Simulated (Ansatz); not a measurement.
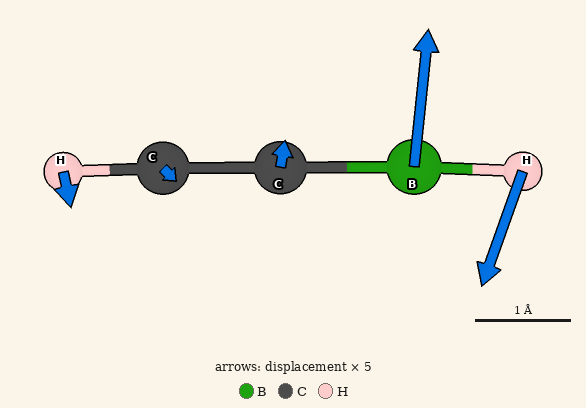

This is a relaxation of C₂H₂B (multiplicity 2). The starting structure is drawn; blue arrows show the displacements, 5 times their true length. The two geometries are superimposed by the best rigid fit.

A ball-and-stick model, seen face on.

Method: UKS PBE0-D4/def2-TZVP (Ansatz). (force threshold 0.005 eV/Å; at most 200 steps)

Describe the change and its energy.

The energy falls by 0.083 eV in 14 geometry steps. The largest force component goes from 0.73 to 0.0017 eV/Å. The largest move after the best rigid fit is that of the B atom, 0.29 Å. By element the largest moves are B 0.29 Å, H 0.26 Å, C 0.06 Å. Some distances before and after: B–C 1.407 → 1.447 Å, B–H 1.144 → 1.181 Å, C–C 1.237 → 1.221 Å, C–H 1.050 → 1.066 Å. Bond angles that change, for instance: C–B–H 177.4° → 140.7°, B–C–C 179.8° → 174.8°. The run took of the order of 2.2 core-minutes on a shared host.
